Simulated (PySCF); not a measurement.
# C₃H₈OSi: electronic structure in real space

For C₃H₈OSi, the scripts below pull one bond apart with RHF, UHF and CASSCF, localise its valence orbitals and compute its lowest excited states.

Method: levels as typed in each script, gas phase, geometry from GFN2-xTB; program: PySCF 2.14.0.

## 1. Where the work starts

SMILES `C=C(C)[SiH2]O`, 13 atoms, charge 0, spin multiplicity 1.

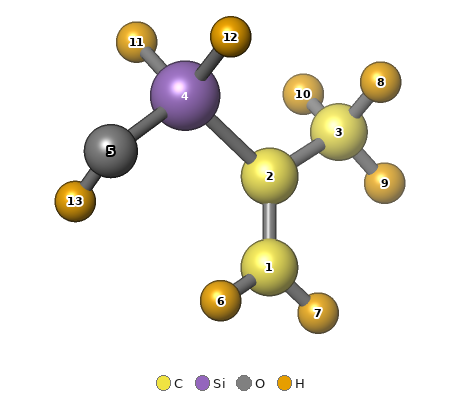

The structure; carbon yellow, silicon purple, oxygen grey, hydrogen amber; atoms are numbered from 1 in the order of the file.

Coordinates:

```xyz
13
charge 0, multiplicity 1
C     1.01715   -1.50298    0.03764
C     0.85254   -0.18687    0.00553
C     2.03424    0.73378   -0.03743
Si   -0.85193    0.63356    0.02569
O    -2.06223   -0.45283    0.01723
H     0.18102   -2.18259    0.07932
H     1.99408   -1.96541    0.03380
H     2.02203    1.39291    0.82939
H     2.97258    0.18202   -0.04618
H     1.98733    1.36320   -0.92487
H    -0.94819    1.51123   -1.14816
H    -1.10520    1.33737    1.27659
H    -2.10231   -1.14954   -0.63180
```

## 2. Stretching a bond (6-31+g*)

File input.py:

```python
import numpy as np
from pyscf import gto, scf, mcscf

mol = gto.M(atom='''
C      1.01715    -1.50298     0.03764
C      0.85254    -0.18687     0.00553
C      2.03424     0.73378    -0.03743
Si    -0.85193     0.63356     0.02569
O     -2.06223    -0.45283     0.01723
H      0.18102    -2.18259     0.07932
H      1.99408    -1.96541     0.03380
H      2.02203     1.39291     0.82939
H      2.97258     0.18202    -0.04618
H      1.98733     1.36320    -0.92487
H     -0.94819     1.51123    -1.14816
H     -1.10520     1.33737     1.27659
H     -2.10231    -1.14954    -0.63180
''', basis='6-31+g*', charge=0, spin=0, verbose=4)
# stretch the bond between atoms 2 and 4, from long to short, fragments rigid
a, b, move = 1, 3, [3, 4, 10, 11, 12]
xyz = mol.atom_coords(unit='Angstrom')
u = xyz[b] - xyz[a]
r0 = np.linalg.norm(u)
rows, last, dm_u = [], None, None
for r in [5.24, 4.11, 3.37, 2.9, 2.52, 2.24, 2.06, 1.87, 1.72]:
    new = xyz.copy()
    new[move] += u / r0 * (r - r0)
    m = mol.set_geom_(new, unit='Angstrom', inplace=False)
    rhf = scf.RHF(m).density_fit(auxbasis='def2-universal-jkfit').run()
    uhf = scf.UHF(m).density_fit(auxbasis='def2-universal-jkfit').newton()
    if dm_u is None:
        c = rhf.mo_coeff
        h = m.nelectron // 2 - 1
        ca, cb = c.copy(), c.copy()
        ca[:, h], cb[:, h] = (c[:, h] + c[:, h + 1]) / 2**.5, (c[:, h] - c[:, h + 1]) / 2**.5
        dm_u = np.array([x[:, :h + 1] @ x[:, :h + 1].T for x in (ca, cb)])
    uhf.kernel(dm0=dm_u)
    for _ in range(3):
        c, _, stable, _ = uhf.stability(return_status=True)
        if stable:
            break
        uhf.kernel(c, uhf.mo_occ)
    dm_u = uhf.make_rdm1()
    mc = mcscf.CASSCF(rhf, 2, 2)
    mc.natorb = True
    mc.fix_spin_(ss=0)
    guess = mcscf.addons.make_natural_orbitals(uhf)[1] if last is None else mcscf.project_init_guess(mc, last.mo_coeff, last.mol)
    mc.kernel(guess)
    last = mc
    act = slice(mc.ncore, mc.ncore + mc.ncas)
    print('r %.3f  RHF %.6f  UHF %.6f  <S^2> %.3f  CASSCF %.6f  occupations' % (r, rhf.e_tot, uhf.e_tot, uhf.spin_square()[0], mc.e_tot), mc.mo_occ[act].round(4))
    rows.append((new, rhf.e_tot, uhf.e_tot, uhf.spin_square()[0], mc.e_tot, mc.mo_occ[act], mc.mo_coeff[:, act], dm_u[0] - dm_u[1], rhf.converged and uhf.converged and mc.converged))
    np.savez('result.npz', **{k: [row[i] for row in rows] for i, k in enumerate('xyz rhf uhf s2 cas occ c spin ok'.split())})
```

Command:

```console
$ OMP_NUM_THREADS=1 python input.py
```

Standard output:

```text
[ENV] PYSCF_TMPDIR <dir>
[ENV] PYSCF_MAX_MEMORY 1375
[INPUT] verbose = 4
[INPUT] num. atoms = 13
[INPUT] num. electrons = 48
[INPUT] charge = 0
[INPUT] spin (= nelec alpha-beta = 2S) = 0
[INPUT] symmetry False subgroup None
[INPUT] Mole.unit = angstrom
[INPUT] Symbol           X                Y                Z      unit          X                Y                Z       unit  Magmom
[INPUT]  1 C      1.017150000000  -1.502980000000   0.037640000000 AA    1.922134927601  -2.840220570699   0.071129291329 Bohr   0.0
[INPUT]  2 C      0.852540000000  -0.186870000000   0.005530000000 AA    1.611067110237  -0.353133120897   0.010450185469 Bohr   0.0
[INPUT]  3 C      2.034240000000   0.733780000000  -0.037430000000 AA    3.844156471635   1.386643235683  -0.070732448842 Bohr   0.0
[INPUT]  4 Si    -0.851930000000   0.633560000000   0.025690000000 AA   -1.609914377301   1.197254883479   0.048547064140 Bohr   0.0
[INPUT]  5 O     -2.062230000000  -0.452830000000   0.017230000000 AA   -3.897049905862  -0.855724680987   0.032559981126 Bohr   0.0
[INPUT]  6 H      0.181020000000  -2.182590000000   0.079320000000 AA    0.342078223069  -4.124497342214   0.149893076201 Bohr   0.0
[INPUT]  7 H      1.994080000000  -1.965410000000   0.033800000000 AA    3.768265070473  -3.714086622481   0.063872743010 Bohr   0.0
[INPUT]  8 H      2.022030000000   1.392910000000   0.829390000000 AA    3.821082915654   2.632218416168   1.567319950453 Bohr   0.0
[INPUT]  9 H      2.972580000000   0.182020000000  -0.046180000000 AA    5.617362083360   0.343967949193  -0.087267552432 Bohr   0.0
[INPUT] 10 H      1.987330000000   1.363200000000  -0.924870000000 AA    3.755509419132   2.576074653007  -1.747751000826 Bohr   0.0
[INPUT] 11 H     -0.948190000000   1.511230000000  -1.148160000000 AA   -1.791819414051   2.855810811226  -2.169707947181 Bohr   0.0
[INPUT] 12 H     -1.105200000000   1.337370000000   1.276590000000 AA   -2.088525312869   2.527263027210   2.412405473359 Bohr   0.0
[INPUT] 13 H     -2.102310000000  -1.149540000000  -0.631800000000 AA   -3.972790128934  -2.172315769233  -1.193928965500 Bohr   0.0

nuclear repulsion = 226.466719648414
number of shells = 58
number of NR pGTOs = 211
number of NR cGTOs = 110
basis = 6-31+g*
ecp = {}
New geometry
   1 C      1.017150000000  -1.502980000000   0.037640000000 AA    1.922134927601  -2.840220570699   0.071129291329 Bohr
   2 C      0.852540000000  -0.186870000000   0.005530000000 AA    1.611067110237  -0.353133120897   0.010450185469 Bohr
   3 C      2.034240000000   0.733780000000  -0.037430000000 AA    3.844156471635   1.386643235683  -0.070732448842 Bohr
   4 Si    -3.868701265549   2.085653406979   0.061371536615 AA   -7.310785849645   3.941313729957   0.115975396045 Bohr
   5 O     -5.079001265549   0.999263406979   0.052911536615 AA   -9.597921378206   1.888334165491   0.099988313031 Bohr
   6 H      0.181020000000  -2.182590000000   0.079320000000 AA    0.342078223069  -4.124497342214   0.149893076201 Bohr
   7 H      1.994080000000  -1.965410000000   0.033800000000 AA    3.768265070473  -3.714086622481   0.063872743010 Bohr
   8 H      2.022030000000   1.392910000000   0.829390000000 AA    3.821082915654   2.632218416168   1.567319950453 Bohr
   9 H      2.972580000000   0.182020000000  -0.046180000000 AA    5.617362083360   0.343967949193  -0.087267552432 Bohr
  10 H      1.987330000000   1.363200000000  -0.924870000000 AA    3.755509419132   2.576074653007  -1.747751000826 Bohr
  11 H     -3.964961265549   2.963323406979  -1.112478463385 AA   -7.492690886396   5.599869657704  -2.102279615275 Bohr
  12 H     -4.121971265549   2.789463406979   1.312271536615 AA   -7.789396785214   5.271321873687   2.479833805264 Bohr
  13 H     -5.119081265549   0.302553406979  -0.596118463385 AA   -9.673661601279   0.571743077245  -1.126500633595 Bohr

******** <class 'pyscf.df.df_jk.DFRHF'> ********
method = DFRHF
initial guess = minao
damping factor = 0
level_shift factor = 0
DIIS = <class 'pyscf.scf.diis.CDIIS'>
diis_start_cycle = 1
diis_space = 8
diis_damp = 0
SCF conv_tol = 1e-09
SCF conv_tol_grad = None
SCF max_cycles = 50
direct_scf = False
Set gradient conv threshold to 3.16228e-05
Initial guess from minao.
******** <class 'pyscf.df.df.DF'> ********
auxbasis = def2-universal-jkfit
init E= -482.149682991171
[... the frontier-level lines of each cycle are left out ...]
cycle= 1 E= -481.608661058741  delta_E= 0.541  |g|= 0.609  |ddm|= 3.16
cycle= 2 E= -481.36560713285  delta_E= 0.243  |g|= 0.919  |ddm|= 2.89
cycle= 3 E= -481.724584506025  delta_E= -0.359  |g|= 0.336  |ddm|=  2.5
cycle= 4 E= -481.782053746589  delta_E= -0.0575  |g|= 0.0896  |ddm|= 0.915
cycle= 5 E= -481.784079076481  delta_E= -0.00203  |g|= 0.0758  |ddm|= 0.51
cycle= 6 E= -481.785467131905  delta_E= -0.00139  |g|= 0.0513  |ddm|= 0.221
cycle= 7 E= -481.786462970324  delta_E= -0.000996  |g|= 0.0119  |ddm|= 0.238
cycle= 8 E= -481.786521905426  delta_E= -5.89e-05  |g|= 0.00281  |ddm|= 0.0596
cycle= 9 E= -481.786526651058  delta_E= -4.75e-06  |g|= 0.00045  |ddm|= 0.0198
cycle= 10 E= -481.786526921229  delta_E= -2.7e-07  |g|= 0.000138  |ddm|= 0.00438
cycle= 11 E= -481.7865269378  delta_E= -1.66e-08  |g|= 4.74e-05  |ddm|= 0.00126
cycle= 12 E= -481.786526939153  delta_E= -1.35e-09  |g|= 1.94e-05  |ddm|= 0.000557
cycle= 13 E= -481.78652693935  delta_E= -1.97e-10  |g|= 5.1e-06  |ddm|= 0.000232
Extra cycle  E= -481.786526939384  delta_E= -3.38e-11  |g|= 4.12e-06  |ddm|= 4.27e-05
converged SCF energy = -481.786526939384

******** <class 'pyscf.soscf.newton_ah.SecondOrderDFUHF'> ********
method = SecondOrderDFUHF
initial guess = minao
damping factor = 0
level_shift factor = 0
DIIS = <class 'pyscf.scf.diis.CDIIS'>
diis_start_cycle = 1
diis_space = 8
diis_damp = 0
SCF conv_tol = 1e-09
SCF conv_tol_grad = None
SCF max_cycles = 50
direct_scf = False
number electrons alpha = 24  beta = 24
******** <class 'pyscf.df.df_jk.DFUHF'> Newton solver flags ********
SCF tol = 1e-09
conv_tol_grad = None
max. SCF cycles = 50
direct_scf = False
max_cycle_inner = 12
max_stepsize = 0.05
ah_start_tol = 1e+09
ah_level_shift = 0
ah_conv_tol = 1e-12
ah_lindep = 1e-14
ah_start_cycle = 1
ah_max_cycle = 40
ah_grad_trust_region = 2.5
kf_interval = 4
kf_trust_region = 5
canonicalization = True
Set conv_tol_grad to 3.16228e-05
******** <class 'pyscf.df.df.DF'> ********
auxbasis = def2-universal-jkfit
Initial guess E= -481.925851116459  |g|= 0.0663273
macro= 0  E= -481.93647202551  delta_E= -0.0106209  |g|= 0.0300187  3 KF 11 JK
macro= 1  E= -481.933582362077  delta_E= 0.00288966  |g|= 0.0163489  2 KF 7 JK
macro= 2  E= -481.939517881397  delta_E= -0.00593552  |g|= 0.0405397  2 KF 5 JK
macro= 3  E= -481.939929646777  delta_E= -0.000411765  |g|= 0.000187212  3 KF 13 JK
macro= 4  E= -481.939929660247  delta_E= -1.34698e-08  |g|= 3.99404e-05  1 KF 5 JK
macro= 5  E= -481.939929660247  delta_E= -2.27374e-13  |g|= 1.02733e-05  1 KF 2 JK
Canonicalize SCF orbitals
macro X = 6  E=-481.939929660247  |g|= 1.02733e-05  total 13 KF 50 JK
converged SCF energy = -481.939929660247  <S^2> = 1.2268037  2S+1 = 2.4304763
uhf_internal: lowest eigs of H = [0.17877097 0.3268901  0.33407299]
<class 'pyscf.soscf.newton_ah.SecondOrderDFUHF'> wavefunction is stable in the internal stability analysis

******** <class 'pyscf.mcscf.df.DFCASSCF'> ********
CAS (1e+1e, 2o), ncore = 23, nvir = 85
max_cycle_macro = 50
max_cycle_micro = 4
conv_tol = 1e-07
conv_tol_grad = None
orbital rotation max_stepsize = 0.02
...
<class 'pyscf.soscf.newton_ah.SecondOrderDFUHF'> wavefunction is stable in the internal stability analysis

******** <class 'pyscf.mcscf.df.DFCASSCF'> ********
CAS (1e+1e, 2o), ncore = 23, nvir = 85
max_cycle_macro = 50
max_cycle_micro = 4
conv_tol = 1e-07
conv_tol_grad = None
orbital rotation max_stepsize = 0.02
orbital rotation threshold for CI restart = 0.01
augmented hessian ah_max_cycle = 30
augmented hessian ah_conv_tol = 1e-12
augmented hessian ah_linear dependence = 1e-14
augmented hessian ah_level shift = 1e-08
augmented hessian ah_start_tol = 2.5
augmented hessian ah_start_cycle = 3
augmented hessian ah_grad_trust_region = 3
kf_trust_region = 3
kf_interval = 4
ci_response_space = 4
ci_grad_trust_region = 3
with_dep4 0
natorb = True
canonicalization = True
sorting_mo_energy = False
ao2mo_level = 2
internal_rotation = False
******** <class 'pyscf.fci.addons.SpinPenaltyFCISolver'> ********
max. cycles = 50
conv_tol = 1e-08
davidson only = True
linear dependence = 1e-12
level shift = 0.001
max iter space = 12
nroots = 1
pspace_size = 400
spin = None
DFCASCI/DFCASSCF: density fitting for JK matrix and 2e integral transformation
CASCI E = -482.027523859829  S^2 = 0.0000000
Set conv_tol_grad to 0.000316228
macro iter   1 ( 14 JK    4 micro), CASSCF E = -482.057821637224  dE = -3.02977774e-02  S^2 = 0.0000000
               |grad[o]|=0.608  |grad[c]|=0.0281  |ddm|=0.0238  |maxRot[o]|=0.0384
macro iter   2 ( 13 JK    4 micro), CASSCF E = -482.057948871084  dE = -1.27233860e-04  S^2 = 0.0000000
               |grad[o]|=0.0205  |grad[c]|=0.000806  |ddm|=0.000378  |maxRot[o]|=0.0235
macro iter   3 (  8 JK    3 micro), CASSCF E = -482.057960123865  dE = -1.12527811e-05  S^2 = 0.0000000
               |grad[o]|=0.000848  |grad[c]|=0.000156  |ddm|=6.98e-05  |maxRot[o]|=0.00969
macro iter   4 (  3 JK    1 micro), CASSCF E = -482.057960375865  dE = -2.52000063e-07  S^2 = 0.0000000
               |grad[o]|=0.00013  |grad[c]|=3e-05  |ddm|=7.17e-06  |maxRot[o]|=0.00175
macro iter   5 (  4 JK    1 micro), CASSCF E = -482.057960377633  dE = -1.76834192e-09  S^2 = 0.0000000
               |grad[o]|=3.98e-05  |grad[c]|=6.4e-06  |ddm|=5.64e-06  |maxRot[o]|=0.000353
1-step CASSCF converged in   5 macro ( 42 JK  13 micro) steps
CASSCF canonicalization
Natural occ [1.98996834 0.01003166]
Natural orbital (expansion on meta-Lowdin AOs) in CAS space
               #1        #2
0 C 1s          -0.00019  -0.00014
0 C 2s           0.02539   0.02917
0 C 3s           0.00434   0.01608
0 C 4s           0.00830   0.00301
0 C 2px          0.02142   0.07070
0 C 2py          0.00487   0.00570
0 C 2pz          0.00054   0.00111
0 C 3px         -0.02176   0.04879
0 C 3py          0.00418   0.01920
0 C 3pz          0.00075  -0.00030
0 C 4px         -0.00792  -0.02631
0 C 4py          0.00970  -0.00382
0 C 4pz          0.00003   0.00110
0 C 3dxy         0.00425   0.03193
0 C 3dyz        -0.00000   0.00012
0 C 3dz^2       -0.00039   0.00568
0 C 3dxz        -0.00012  -0.00074
0 C 3dx2-y2     -0.00115   0.00475
1 C 1s          -0.01163  -0.00090
1 C 2s          -0.42094   0.35587
1 C 3s           0.00799  -0.06461
1 C 4s           0.01590   0.11569
1 C 2px          0.61274  -0.37762
1 C 2py         -0.29855   0.17740
1 C 2pz         -0.00490  -0.00048
1 C 3px         -0.01298   0.13858
1 C 3py          0.00464  -0.07631
1 C 3pz         -0.00026  -0.00116
1 C 4px         -0.01123  -0.08024
1 C 4py          0.00435   0.04228
1 C 4pz          0.00010   0.00101
1 C 3dxy         0.02703  -0.11117
1 C 3dyz        -0.00070  -0.00017
1 C 3dz^2        0.02164  -0.08121
1 C 3dxz         0.00070   0.00016
1 C 3dx2-y2     -0.02206   0.10033
2 C 1s          -0.00021  -0.00014
2 C 2s           0.02881   0.01307
2 C 3s           0.00596   0.01342
2 C 4s           0.00642   0.00976
2 C 2px         -0.01102   0.04648
2 C 2py         -0.01460  -0.03212
2 C 2pz          0.00130   0.00147
2 C 3px         -0.02308   0.00201
2 C 3py          0.00759  -0.03390
2 C 3pz          0.00016   0.00106
2 C 4px         -0.01351  -0.01904
2 C 4py          0.00281   0.01667
2 C 4pz          0.00032   0.00044
2 C 3dxy        -0.00006  -0.00486
2 C 3dyz         0.00003  -0.00082
2 C 3dz^2        0.00168  -0.00129
2 C 3dxz         0.00018   0.00068
2 C 3dx2-y2     -0.00318  -0.03901
3 Si 1s          0.00019  -0.00032
3 Si 2s         -0.00068  -0.00302
3 Si 3s         -0.27730  -0.48058
3 Si 4s          0.02580  -0.02545
3 Si 5s         -0.01344   0.00348
3 Si 2px         0.00891  -0.00009
3 Si 2py        -0.00441   0.00015
3 Si 2pz        -0.00021  -0.00003
3 Si 3px        -0.40760  -0.44794
3 Si 3py         0.23883   0.26922
3 Si 3pz         0.00536   0.00608
3 Si 4px         0.06721   0.13611
3 Si 4py        -0.02607  -0.06319
3 Si 4pz         0.00038   0.00251
3 Si 5px        -0.02593  -0.00920
3 Si 5py         0.01332   0.00467
3 Si 5pz        -0.00046  -0.00180
3 Si 3dxy        0.05189   0.11079
3 Si 3dyz       -0.00253  -0.00390
3 Si 3dz^2       0.03825   0.08396
3 Si 3dxz       -0.00007  -0.00111
3 Si 3dx2-y2    -0.04820  -0.10053
4 O 1s          -0.00013  -0.00004
4 O 2s           0.01662   0.02636
4 O 3s           0.00579   0.00973
4 O 4s          -0.00202  -0.03163
4 O 2px          0.09831   0.12118
4 O 2py         -0.01841  -0.01435
4 O 2pz          0.00794   0.00752
4 O 3px          0.03449   0.06925
4 O 3py         -0.01844  -0.05012
4 O 3pz          0.00284   0.00342
4 O 4px         -0.00300  -0.01997
4 O 4py         -0.00554  -0.02632
4 O 4pz         -0.00093  -0.00129
4 O 3dxy         0.00295   0.01542
4 O 3dyz        -0.00043  -0.00098
4 O 3dz^2       -0.00148  -0.00102
4 O 3dxz        -0.00168  -0.00199
4 O 3dx2-y2      0.00442   0.01536
5 H 1s           0.05405   0.03110
5 H 2s           0.01058   0.01420
6 H 1s          -0.06770   0.00215
6 H 2s          -0.01273   0.00649
7 H 1s           0.02724   0.02019
7 H 2s           0.00456   0.00537
8 H 1s          -0.05992  -0.00301
8 H 2s          -0.01289   0.00816
9 H 1s           0.02773   0.02008
9 H 2s           0.00507   0.00571
10 H 1s          0.08681   0.09833
10 H 2s          0.01238   0.00624
11 H 1s          0.07246   0.08561
11 H 2s          0.00801  -0.00165
12 H 1s          0.01056   0.00440
12 H 2s          0.00477   0.00763
<CAS-nat-orb|mo-hf>  24     13      -0.48770048
<CAS-nat-orb|mo-hf>  24     23       0.68791205
CASSCF energy = -482.057960377633
CASCI E = -482.057960377633  E(CI) = -1.89512775549343  S^2 = 0.0000000
r 1.720  RHF -482.047851  UHF -482.047851  <S^2> 0.000  CASSCF -482.057960  occupations [1.99 0.01]
```

Run time: 3.8 min. Hardware: 1 thread of Intel Xeon 6975P-C (Granite Rapids), shared host; peak memory 0.31 GiB.

## 3. Analysis of result.npz

Energies in eV, each from its own lowest point:

| C2–Si4 (Å) | RHF | UHF | CASSCF | ⟨S²⟩ (UHF) | unpaired electrons (CASSCF) |
| --- | --- | --- | --- | --- | --- |
| 5.24 | 7.45 | 3.28 | 3.87 | 1.23 | 1.98 |
| 4.11 | 6.19 | 3.26 | 3.77 | 1.21 | 1.65 |
| 3.37 | 4.68 | 3.15 | 3.32 | 1.09 | 0.71 |
| 2.90 | 3.27 | 2.81 | 2.52 | 0.78 | 0.19 |
| 2.52 | 1.87 | 1.87 | 1.48 | 0.03 | 0.04 |
| 2.24 | 0.81 | 0.81 | 0.61 | 0.00 | 0.01 |
| 2.06 | 0.25 | 0.25 | 0.15 | 0.00 | 0.01 |
| 1.87 | 0.00 | 0.00 | 0.00 | 0.00 | 0.00 |
| 1.72 | 0.34 | 0.34 | 0.40 | 0.00 | 0.00 |

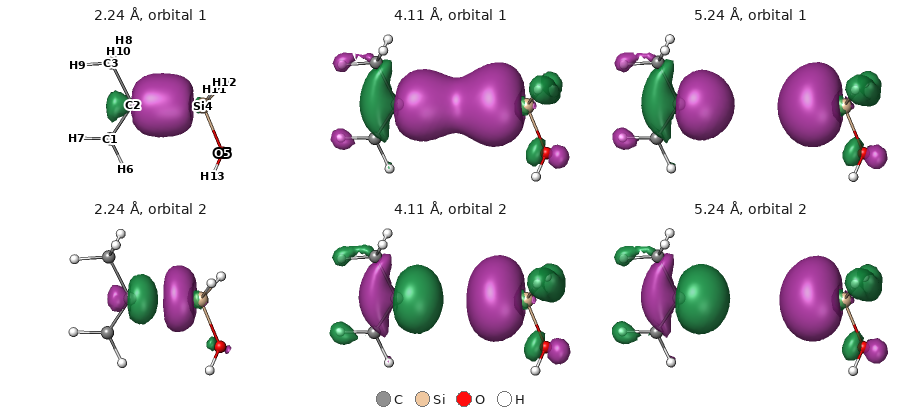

Rigid stretch of the C2–Si4 bond. The two CASSCF(2,2) natural orbitals nearest half filling (orbital 1 the more occupied).

How do the occupations change along the stretch?

2.24 Å: 1.96 and 0.04; 4.11 Å: 1.30 and 0.70; 5.24 Å: 1.08 and 0.92. At the longest distance computed (5.24 Å) they are 1.08 and 0.92, and the effective number of unpaired electrons is 2.0.

Where does the UHF solution part from RHF?

Between 2.24 Å (⟨S²⟩ = 0, the two coincide) and 2.52 Å (⟨S²⟩ = 0.03); at 5.24 Å ⟨S²⟩ is 1.23 and UHF lies 4.2 eV below RHF.

How much energy does the stretch cost?

By CASSCF, 3.9 eV from the lowest point of the scan (1.87 Å) to 5.24 Å; RHF gives 7.5 eV from its own lowest point. The fragments aren't relaxed and dynamic correlation is missing, so this isn't a bond dissociation energy.

(Part 1 of 3 ends here.)
